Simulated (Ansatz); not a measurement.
**Equilibrium of C2H2F2 ⇌ C2HF + HF at process temperatures**

Species: C2H2F2 (vinylidene fluoride) `C=C(F)F`, singlet; C2HF `C#CF`, singlet; HF (hydrogen fluoride), singlet. 

The electronic reaction energy at CCSD(T)/CBS estimate is +192.3 kJ/mol. Shapes: PBE0-D4/def2-TZVP. Programs: Ansatz 0.2.0. Enthalpy and entropy come from rigid-rotor, harmonic-oscillator sums on unscaled PBE0-D4/def2-TZVP wavenumbers, ideal gases at 1 bar. Symmetry numbers: C2H2F2 2, C2HF 1, HF 1. R = 8.3145 J/(mol K).

```
T (K)  ΔH (kJ/mol)  ΔS (J/(mol K))
  300       +181.9          +138.2
  500       +184.9          +146.3
  700            ?               ?
```

**Question.** Work out ln K at 300 and 500 K, and from these estimate it at 700 K.

**Answer.** 
1. 300 K: ΔG = +181.9 − 300 × (+138.2)/1000 = +140.4 kJ/mol; ln K = −ΔG/RT = -56.29.
2. 500 K: ΔG = +184.9 − 500 × (+146.3)/1000 = +111.8 kJ/mol; ln K = −ΔG/RT = -26.89.
3. Slope against 1000/T: (-26.89 − (-56.29))/(2.0000 − 3.3333) = -22.05, that is −ΔH/R with ΔH near +183 kJ/mol.
4. 700 K: ln K = -56.29 + (-22.05) × (1.4286 − 3.3333) = -14.29.

The full sums give ΔH = +186.0 kJ/mol, ΔS = +148.2 J/(mol K), ΔG = +82.3 kJ/mol and ln K = -14.14 at 700 K, so the line is off by -0.15 in ln K; without rounding the miss is -0.15, from the change of ΔH with temperature. The reactants are favoured over this whole range. The number of molecules rises, which sets the sign of ΔS, and lower pressure favours the products. An error of 10 kJ/mol in the energy moves ln K by 1.7 at 700 K. The CBS estimate extrapolates MP2 from def2-TZVPP and def2-QZVPP and adds CCSD(T) − MP2 in the triple-zeta set, cores frozen.

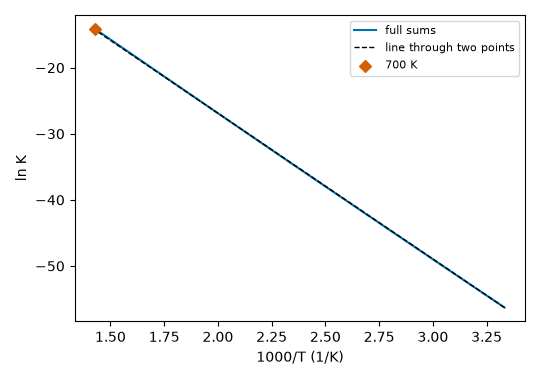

The van 't Hoff plot.
